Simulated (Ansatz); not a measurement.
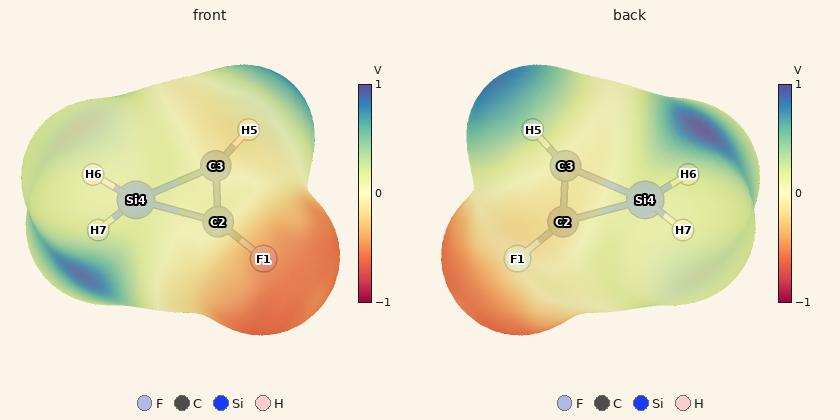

The picture shows: C2H3FSi. The molecular electrostatic potential painted on the density surface at 0.001 e/bohr³, seen from the front and from behind; red is negative and blue positive.

The calculation used RKS PBE0-D4/def2-SVP (Ansatz).

```xyz
7

F    -0.4328   -2.2127   -0.3524
C    -0.2100   -0.9398   -0.1084
C    -0.5581   -0.0805    0.8455
Si    0.4916    0.6946   -0.4526
H    -1.1390   -0.0708    1.7699
H    -0.0820    1.6027   -1.4867
H     1.9302    1.0065   -0.2154
```

Question: Which sites attract a positive test charge, and which a negative one?

Answer: A positive charge is drawn to the negative regions and a negative charge to the positive ones. The most negative region (about −0.6 V) lies over F1, the most positive (about +1.0 V) over Si4.
